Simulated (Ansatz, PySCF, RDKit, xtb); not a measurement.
# Which structure has the formula GeNH3?, part 2 of 2

Task: start from the formula GeNH3, draw up candidate structures, narrow them down in stages, and characterise the one that lies lowest at 298.15 K.

xtb, Ansatz and PySCF; isolated molecules. Earlier steps stand in the parts before.

**12. Density, orbitals and dipole (PBE0/def2-TZVPD)**

Input file input.yaml:

```yaml
basis:
  gaussian:
    orbitals: def2-TZVPD
crystal:
  periodic: [false, false, false]
  atoms:
    - {symbol: Ge, position_ang: [-0.124075, -0.051990, 1.456269]}
    - {symbol: "N", position_ang: [-0.636629, -0.419016, -0.265064]}
    - {symbol: H, position_ang: [-0.019834, -0.674359, -1.027854]}
    - {symbol: H, position_ang: [1.420088, -0.304296, 1.119748]}
    - {symbol: H, position_ang: [-1.607800, -0.383218, -0.553149]}
output: {forces: true, orbitals: {seedname: orbitals}}
hamiltonian:
  xc: pbe0
```

Started as:

```console
$ ansatz run input.yaml --threads 1 --pin off --max-ram 2610MiB --events-out events.jsonl --progress --plain --runs-dir runs
```

Standard output, cut to the lines that bear on the results:

```text
Warning: RAYON_NUM_THREADS=1 ignored (pool sized by the plan → 1); use --threads N
Functional definition: PBE0
  name "PBE0"
[...]
758 factors; their error is unknown
[...]
mean field -58048.56772306 eV, -2133.2455170900 hartree, gradient 8.9e-6 eV, S^2 0.000000; 0 other end points of the search recorded, 0 dependent functions left out
[...]
reference -58048.56774777 eV, -2133.2455179981 hartree; 21, 21 occupied and 97, 97 virtual orbitals, 758 factors
Total energy: -58048.56774777 eV, -2133.2455179981 hartree
Atom 0 at    -0.124075    -0.051990     1.456269 Å, force    -0.099806    -0.083800    -0.385456 eV/Å
Atom 1 at    -0.636629    -0.419016    -0.265064 Å, force    -0.001192     0.021035     0.085125 eV/Å
Atom 2 at    -0.019834    -0.674359    -1.027854 Å, force    -0.150089     0.069083     0.213742 eV/Å
Atom 3 at     1.420088    -0.304296     1.119748 Å, force     0.004021     0.001719     0.008885 eV/Å
Atom 4 at    -1.607800    -0.383218    -0.553149 Å, force     0.247067    -0.008037     0.077704 eV/Å
Dipole moment:    -0.101490    -0.054246    -0.265861 e Å
```

Wall time 5.7 s (1 thread of Intel Xeon at 2.50GHz (Skylake/Cascade Lake), shared host).

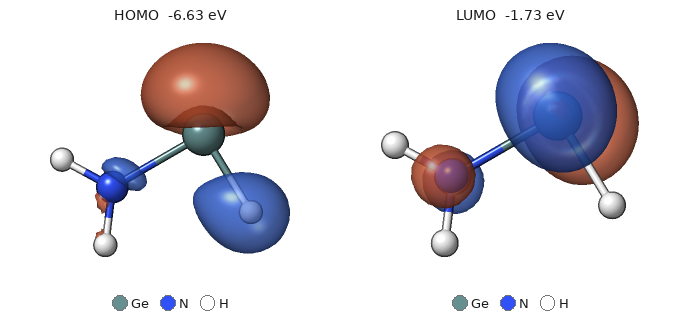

Frontier orbitals of this run, surfaces at ±0.2 Å^-3/2.

**13. Frequencies after a tight-binding relaxation (GFN2-xTB)**

Input file start.xyz:

```xyz
5
c518
Ge    -0.124075    -0.051990     1.456269
N     -0.636629    -0.419016    -0.265064
H     -0.019834    -0.674359    -1.027854
H      1.420088    -0.304296     1.119748
H     -1.607800    -0.383218    -0.553149
```

Started as:

```console
$ xtb start.xyz --gfn 2 --ohess tight
```

Standard output, cut to the lines that bear on the results:

```text
* xtb version 6.7.1
[...]
          :  # basis functions                  17          :
[...]
          :  # electrons                        12          :
[...]
          :  Hamiltonian                  GFN2-xTB          :
[...]
          :  net charge                          0          :
          :  unpaired electrons                  0          :
[...]
   *** convergence criteria satisfied after 13 iterations ***
[...]
   *** GEOMETRY OPTIMIZATION CONVERGED AFTER 6 ITERATIONS ***
[...]
   *** convergence criteria satisfied after 3 iterations ***
[...]
         ::                     SUMMARY                     ::
         :::::::::::::::::::::::::::::::::::::::::::::::::::::
         :: total energy              -6.383585526341 Eh    ::
         :: gradient norm              0.000183597036 Eh/a0 ::
         :: HOMO-LUMO gap              3.640362589859 eV    ::
         ::.................................................::
         :: SCC energy                -6.431725645296 Eh    ::
         :: -> isotropic ES            0.003660069301 Eh    ::
         :: -> anisotropic ES          0.002651773641 Eh    ::
         :: -> anisotropic XC          0.001627315069 Eh    ::
         :: -> dispersion             -0.001851184061 Eh    ::
         :: repulsion energy           0.048140118955 Eh    ::
         :: add. restraining           0.000000000000 Eh    ::
         :: total charge               0.000000000000 e     ::
         :::::::::::::::::::::::::::::::::::::::::::::::::::::
[...]
         6        2.0000           -0.3639240              -9.9029 (HOMO)
         7                         -0.2301431              -6.2625 (LUMO)
[...]
     #   Z          covCN         q      C6AA      α(0)
     1  32 Ge       1.705     0.239   251.079    33.129
     2   7 N        2.554    -0.379    29.816     8.109
     3   1 H        0.860     0.167     1.290     1.779
     4   1 H        0.871    -0.177     9.283     4.771
     5   1 H        0.860     0.150     1.402     1.855
[...]
          | TOTAL ENERGY               -6.383585526341 Eh   |
          | TOTAL ENTHALPY             -6.349820406941 Eh   |
          | TOTAL FREE ENERGY          -6.379573441781 Eh   |
          | GRADIENT NORM               0.000183610513 Eh/α |
[...]
```

It took 0.17 s on 1 thread of Intel Xeon at 2.50GHz (Skylake/Cascade Lake), shared host.

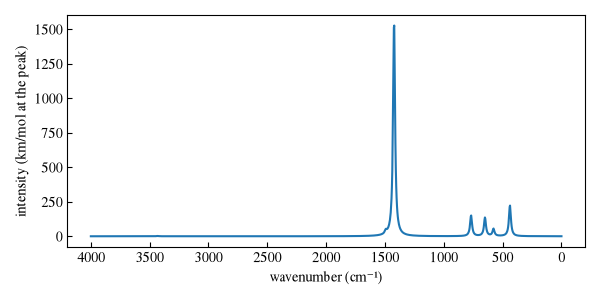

Harmonic infrared spectrum, unscaled, lines broadened by 10 cm⁻¹.

**14. Electronic excitations (TD-B3LYP/def2-SVPD)**

An in-house driver calls PySCF's response routines at TD-B3LYP/def2-SVPD; it has no typed input.

Standard output:

```text
coarse grid: 19952 points
cycle   1  E = -2133.2565128337  dE = -6.619e-01  |g| = 5.256e-01  |ddm| = 2.418e+00
cycle   2  E = -2133.0716297925  dE =  1.849e-01  |g| = 1.006e+00  |ddm| = 1.191e+00
cycle   3  E = -2133.2986284878  dE = -2.270e-01  |g| = 1.554e-01  |ddm| = 8.725e-01
cycle   4  E = -2133.3047292661  dE = -6.101e-03  |g| = 2.392e-02  |ddm| = 1.480e-01
cycle   5  E = -2133.3048011724  dE = -7.191e-05  |g| = 7.501e-03  |ddm| = 3.603e-02
cycle   6  E = -2133.3048191070  dE = -1.793e-05  |g| = 9.437e-04  |ddm| = 1.271e-02
cycle   7  E = -2133.3048193465  dE = -2.395e-07  |g| = 1.138e-04  |ddm| = 1.452e-03
final grid: 40152 points
cycle   8  E = -2133.3048169615  dE = -1.385e-08  |g| = 7.902e-05  |ddm| = 1.353e-03
cycle   9  E = -2133.3048169604  dE =  1.138e-09  |g| = 1.126e-04  |ddm| = 2.523e-04
cycle  10  E = -2133.3048169634  dE = -2.995e-09  |g| = 2.944e-05  |ddm| = 1.126e-04
cycle  11  E = -2133.3048169636  dE = -1.969e-10  |g| = 3.827e-06  |ddm| = 2.998e-05
converged SCF energy = -2133.3048169636

Static polarisability (au): isotropic 45.152, principal 35.959 47.108 52.389

Singlet excitations
state   eV       nm        f      main configurations
  1   3.5962    344.8   0.02008   H->L 0.99
  2   5.4703    226.6   0.03302   H-1->L 0.53, H->L+1 0.45
  3   5.7491    215.7   0.15660   H->L+1 0.53, H-1->L 0.43
  4   6.4719    191.6   0.17564   H->L+2 0.99
  5   6.5047    190.6   0.03004   H-2->L 0.97
  6   6.6329    186.9   0.03500   H-1->L+1 0.99
  7   7.6515    162.0   0.21032   H->L+3 0.91
  8   7.8366    158.2   0.00015   H->L+4 0.69, H->L+5 0.28

Triplet excitations (Tamm-Dancoff, eV): 2.5395 3.9336 4.8332
```

It took 9.6 s on 1 thread of Intel Xeon at 2.50GHz (Skylake/Cascade Lake), shared host.

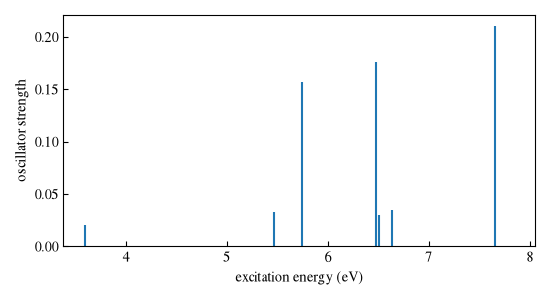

Vertical excitations as sticks.

The roots found:

```
excited state  energy (eV)  strength
            1        3.596    0.0201
            2        5.470    0.0330
            3        5.749    0.1566
            4        6.472    0.1756
            5        6.505    0.0300
            6        6.633    0.0350
            7        7.652    0.2103
            8        7.837    0.0001
```

**15. NMR shieldings (GIAO PBE0/pcSseg-1)**

An in-house driver calls PySCF's response routines at GIAO PBE0/pcSseg-1; it has no typed input.

Standard output:

```text
coarse grid: 19952 points
cycle   1  E = -2132.9330122695  dE = -7.395e-01  |g| = 8.604e-01  |ddm| = 2.028e+00
cycle   2  E = -2132.7971858518  dE =  1.358e-01  |g| = 1.095e+00  |ddm| = 9.542e-01
cycle   3  E = -2132.9735520062  dE = -1.764e-01  |g| = 2.883e-01  |ddm| = 8.196e-01
cycle   4  E = -2132.9935096459  dE = -1.996e-02  |g| = 5.428e-02  |ddm| = 2.170e-01
cycle   5  E = -2132.9938296916  dE = -3.200e-04  |g| = 8.604e-03  |ddm| = 4.772e-02
cycle   6  E = -2132.9938444798  dE = -1.479e-05  |g| = 1.050e-03  |ddm| = 1.167e-02
cycle   7  E = -2132.9938447511  dE = -2.713e-07  |g| = 1.458e-04  |ddm| = 1.375e-03
final grid: 40152 points
cycle   8  E = -2132.9938478575  dE = -2.291e-09  |g| = 2.117e-04  |ddm| = 6.271e-04
cycle   9  E = -2132.9938478323  dE =  2.523e-08  |g| = 4.028e-04  |ddm| = 4.110e-04
cycle  10  E = -2132.9938478680  dE = -3.572e-08  |g| = 1.661e-05  |ddm| = 2.619e-04
cycle  11  E = -2132.9938478680  dE = -2.865e-11  |g| = 5.469e-06  |ddm| = 1.580e-05
converged SCF energy = -2132.9938478680

GIAO shielding tensors (ppm)
atom      isotropic    diamagn.    paramagn.     s11        s22        s33       span
  0 Ge     652.825    2754.387   -2101.561   -560.898   1080.348   1439.026   1999.924
  1 N       79.945     320.960    -241.015   -142.618    150.200    232.253    374.871
  2 H       24.655      31.838      -7.183     19.411     20.568     33.985     14.574
  3 H       23.283      28.203      -4.921     17.679     20.194     31.976     14.297
  4 H       24.854      31.038      -6.184     20.917     23.608     30.037      9.120
```

Wall time 7.8 s (1 thread of Intel Xeon at 2.50GHz (Skylake/Cascade Lake), shared host).

Isotropic shieldings (absolute, not shifts):

```
atoms  shielding (ppm)
  Ge1            652.8
   N2             79.9
   H3            24.65
   H4            23.28
   H5            24.85
```

**16. The cation at the same geometry (PBE0/def2-TZVPD)**

Input file input.yaml:

```yaml
crystal:
  periodic: [false, false, false]
  atoms:
    - symbol: Ge
      position_ang: [-0.124075, -0.051990, 1.456269]
    - symbol: N
      position_ang: [-0.636629, -0.419016, -0.265064]
    - symbol: H
      position_ang: [-0.019834, -0.674359, -1.027854]
    - symbol: H
      position_ang: [1.420088, -0.304296, 1.119748]
    - symbol: H
      position_ang: [-1.607800, -0.383218, -0.553149]
basis:
  gaussian:
    orbitals: def2-TZVPD
total_charge: 1
hamiltonian:
  xc: {name: PBE0}
magnetization:
  spin_polarized: true
  initial_magnetization: 1
```

Started as:

```console
$ ansatz run input.yaml --threads 1 --pin off --max-ram 2610MiB --events-out events.jsonl --progress --plain --runs-dir runs
```

Standard output:

```text
Warning: RAYON_NUM_THREADS=1 ignored (pool sized by the plan → 1); use --threads N
Functional definition: PBE0
  name "PBE0"
  parameter a = 0.25
  parameter kappa = 0.804
  parameter beta = 0.06672455060314922
  exchange = (1 - a)*pbe_x(kappa = kappa, mu = beta*pi^2/3) + a*exact_x
  correlation = pbe_c(beta = beta)
758 factors; their error is unknown
mean field evaluation 1: about -58019.9860 eV, gradient 7.0e1 eV
mean field evaluation 2: about -57926.6480 eV, gradient 1.1e2 eV
mean field evaluation 4: about -58039.0313 eV, gradient 1.1e1 eV
mean field evaluation 8: about -58039.3478 eV, gradient 7.0e-2 eV
mean field evaluation 16: about -58039.5822 eV, gradient 3.4e-4 eV
mean field -58039.58220275 eV, -2132.9153053092 hartree, gradient 1.3e-5 eV, S^2 0.762378; 2 other end points of the search recorded, 0 dependent functions left out
reference -58039.58222561 eV, -2132.9153061494 hartree; 21, 20 occupied and 97, 98 virtual orbitals, 758 factors
Total energy: -58039.58222561 eV, -2132.9153061494 hartree
```

Run time: 11 s. Hardware: 1 thread of Intel Xeon at 2.50GHz (Skylake/Cascade Lake), shared host.

Difference from the parent: 8.99 eV.

**17. The anion at the same geometry (PBE0/def2-TZVPD)**

Input file input.yaml:

```yaml
crystal:
  periodic: [false, false, false]
  atoms:
    - {symbol: Ge, position_ang: [-0.124075, -0.051990, 1.456269]}
    - {symbol: "N", position_ang: [-0.636629, -0.419016, -0.265064]}
    - {symbol: H, position_ang: [-0.019834, -0.674359, -1.027854]}
    - {symbol: H, position_ang: [1.420088, -0.304296, 1.119748]}
    - {symbol: H, position_ang: [-1.607800, -0.383218, -0.553149]}
basis:
  gaussian: {orbitals: def2-TZVPD}
scf: {lower_state_search: "off"}
magnetization: {spin_polarized: true, initial_magnetization: 1}
total_charge: -1
hamiltonian: {xc: pbe0}
```

Started as:

```console
$ ansatz run input.yaml --threads 1 --pin off --max-ram 2610MiB --events-out events.jsonl --progress --plain --runs-dir runs
```

Standard output, cut to the lines that bear on the results:

```text
Warning: RAYON_NUM_THREADS=1 ignored (pool sized by the plan → 1); use --threads N
Functional definition: PBE0
  name "PBE0"
[...]
758 factors; their error is unknown
[...]
mean field -58048.38116635 eV, -2133.2386612574 hartree, gradient 5.4e-6 eV, S^2 0.756022; 0 other end points of the search recorded, 0 dependent functions left out
reference -58048.38119497 eV, -2133.2386623093 hartree; 22, 21 occupied and 96, 97 virtual orbitals, 758 factors
Total energy: -58048.38119497 eV, -2133.2386623093 hartree
Checks for a lower state left out: stability, starts, cluster_reference, orbital_swaps, neighbouring_geometries, increment
```

Run time: 5.1 s. Hardware: 1 thread of Intel Xeon at 2.50GHz (Skylake/Cascade Lake), shared host.

Parent less the species with the added electron: -0.19 eV. The extra electron isn't bound at this geometry, so the number measures the basis, not the molecule.

**18. The triplet at the same geometry (PBE0/def2-TZVPD)**

Input file input.yaml:

```yaml
crystal:
  periodic: [false, false, false]
  atoms:
    - {symbol: Ge, position_ang: [-0.124075, -0.051990, 1.456269]}
    - {symbol: N, position_ang: [-0.636629, -0.419016, -0.265064]}
    - {symbol: H, position_ang: [-0.019834, -0.674359, -1.027854]}
    - {symbol: H, position_ang: [1.420088, -0.304296, 1.119748]}
    - {symbol: H, position_ang: [-1.607800, -0.383218, -0.553149]}
basis:
  gaussian:
    orbitals: def2-TZVPD
hamiltonian:
  xc: {name: PBE0}
magnetization:
  spin_polarized: true
  initial_magnetization: 2
```

Started as:

```console
$ ansatz run input.yaml --threads 1 --pin off --max-ram 2610MiB --events-out events.jsonl --progress --plain --runs-dir runs
```

Standard output:

```text
Warning: RAYON_NUM_THREADS=1 ignored (pool sized by the plan → 1); use --threads N
Functional definition: PBE0
  name "PBE0"
  parameter a = 0.25
  parameter kappa = 0.804
  parameter beta = 0.06672455060314922
  exchange = (1 - a)*pbe_x(kappa = kappa, mu = beta*pi^2/3) + a*exact_x
  correlation = pbe_c(beta = beta)
758 factors; their error is unknown
mean field evaluation 1: about -58038.6993 eV, gradient 4.4e1 eV
mean field evaluation 2: about -57995.7955 eV, gradient 8.3e1 eV
mean field evaluation 4: about -58045.7850 eV, gradient 2.8e0 eV
mean field evaluation 8: about -58045.8304 eV, gradient 1.6e-1 eV
mean field evaluation 16: about -58046.0652 eV, gradient 3.7e-4 eV
mean field -58046.06518711 eV, -2133.1535505902 hartree, gradient 4.7e-5 eV, S^2 2.004345; 2 other end points of the search recorded, 0 dependent functions left out
reference -58046.06521391 eV, -2133.1535515750 hartree; 22, 20 occupied and 96, 98 virtual orbitals, 758 factors
Total energy: -58046.06521391 eV, -2133.1535515750 hartree
```

It took 10 s on 1 thread of Intel Xeon at 2.50GHz (Skylake/Cascade Lake), shared host.

It lies 2.50 eV above the singlet.

**19. Stability of the closed-shell solution (PBE0/def2-SVP)**

Input file geometry.xyz:

```xyz
5

Ge    -0.124075    -0.051990     1.456269
N     -0.636629    -0.419016    -0.265064
H     -0.019834    -0.674359    -1.027854
H      1.420088    -0.304296     1.119748
H     -1.607800    -0.383218    -0.553149
```

Input file job.py:

```python
# [NH2+]=[GeH-]
from pyscf import gto, dft

system = gto.Mole()
system.atom = 'geometry.xyz'
system.charge = 0
system.max_memory = 1860
system.basis = 'def2-svp'
system.verbose = 3
system.build()

ks = dft.RKS(system, xc='pbe0')
ks = ks.density_fit(auxbasis='def2-universal-jkfit')
ks.max_cycle = 100
ks.grids.level = 3
ks.kernel()
if not ks.converged:
    ks = ks.newton().run(ks.mo_coeff, ks.mo_occ)

e_final = ks.e_tot
print(f'total energy: {e_final:.8f} hartree')
mo_i, mo_e, stable_i, stable_e = ks.stability(internal=True, external=True, return_status=True)
print('stable: internal', stable_i, 'external', stable_e)
```

Started as:

```console
$ OMP_NUM_THREADS=1 python job.py
```

Standard output:

```text
converged SCF energy = -2132.91552129715
total energy: -2132.91552130 hartree
<class 'pyscf.df.df_jk.DFRKS'> wavefunction is stable in the internal stability analysis
<class 'pyscf.df.df_jk.DFRKS'> wavefunction is stable in the real -> complex stability analysis
<class 'pyscf.df.df_jk.DFRKS'> wavefunction is stable in the RHF/RKS -> UHF/UKS stability analysis
stable: internal True external True
```

Run time: 53 s. Hardware: 1 thread of Intel Xeon at 2.50GHz (Skylake/Cascade Lake), shared host.

**20. What came out**

The summary covers parts 1 to 2.

| quantity | value |
| --- | --- |
| lowest structure found | [NH2][GeH] ‡, singlet, Cs |
| next finalist | [NH]=[GeH2], singlet, 27.7 kcal/mol higher in G |
| share at equilibrium, among the finalists | 100.0 % |
| funnel | 8 starts, 2 minima at GFN2-xTB, 4 screening runs, 3 relaxed, 3 ranked |
| CPU time of all runs | 9.7 min |
| harmonic wavenumbers, lowest and highest (PBE0-D3(BJ)/pcseg-1) | 484 and 3692 cm⁻¹ |
| rotational constants, same geometry | 4.251, 0.3487, 0.3223 cm⁻¹ |
| dipole moment (PBE0/def2-TZVPD) | 1.39 D |
| HOMO energy (PBE0/def2-TZVPD) | -6.63 eV |
| LUMO energy (PBE0/def2-TZVPD) | -1.73 eV |
| HOMO–LUMO gap (PBE0/def2-TZVPD) | 4.90 eV |
| lowest excitation (TD-B3LYP/def2-SVPD) | 3.60 eV (f = 0.020) |
| strongest of the states computed, same level | 7.65 eV (f = 0.210) |
| lowest triplet excitation, same level, Tamm-Dancoff | 2.54 eV |
| vertical ionisation energy | 8.99 eV |
| vertical electron affinity | -0.19 eV (unbound: the value depends on the basis) |
| vertical triplet less singlet | +2.50 eV |

What this shows: `[NH2][GeH]` ‡ comes out lowest. Among the finalists first place is clear (27.7 kcal/mol); structures outside the list aren't covered. r2SCAN-D4/def2-SVP, PBE0-D3(BJ)/pcseg-1, HF/def2-TZVPP and MP2/def2-TZVPP already put its bonding pattern lowest among the structures in one piece. The largest share of the time went into the vibrations (35 %). The search is not exhaustive (a finite list of starts, one conformer a finalist), so a lower isomer can't be ruled out.

‡ marks the bonded skeleton alone, with all bonds drawn single: no Lewis structure was assigned that passes a check against the bond lengths.
